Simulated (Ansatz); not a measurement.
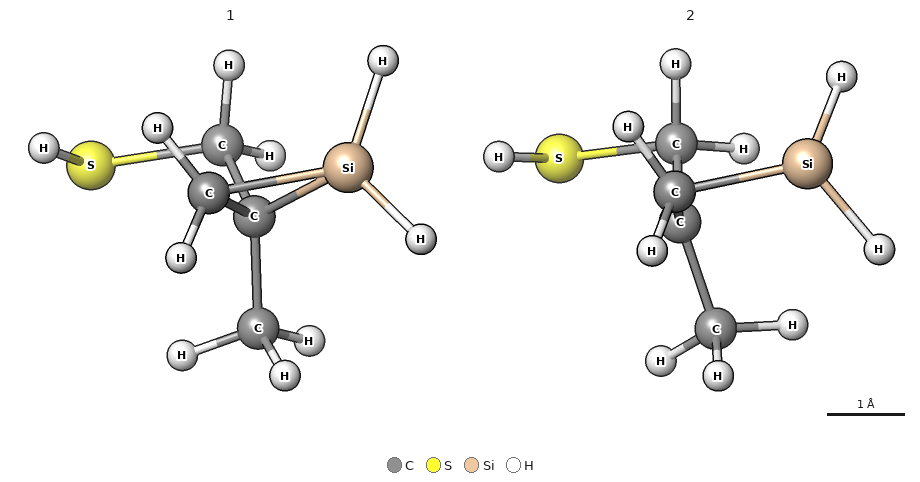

Two geometries of C4H10SSi, drawn at one scale. One is the start of a relaxation, the other its converged end. The picture is a ball-and-stick view, seen from a free direction.

Theory: RKS B3LYP-D4/6-31G* (Ansatz). (no spin polarisation; force threshold 0.02 eV/Å; at most 50 steps)

Which one is relaxed?

Structure 1 is the relaxed one. The run prepares an end point of a later path (hydrogen shift) calculation, from a guessed geometry. An H atom moves most after the best rigid fit: 0.61 Å. By element the largest moves are H 0.61 Å, C 0.46 Å, S 0.31 Å, Si 0.18 Å. Near-neighbour distances that change, for instance: C–Si 2.296 → 1.886 Å, C–Si 1.787 → 1.869 Å, C–C 1.476 → 1.550 Å, C–H 1.130 → 1.089 Å. New bonds form, among them: C–Si (2.30 → 1.89 Å). Bond angles that change, for instance: C–C–Si 88.9° → 66.2°, H–C–H 103.6° → 112.4°, C–C–C 122.6° → 115.6°. Over 10 accepted moves (11 points after the start) the energy falls by 32.4 kcal/mol. Largest force component: 3.7 eV/Å at the start, 0.014 eV/Å at the end. The line search rejected the trial step at point 7 of the run.
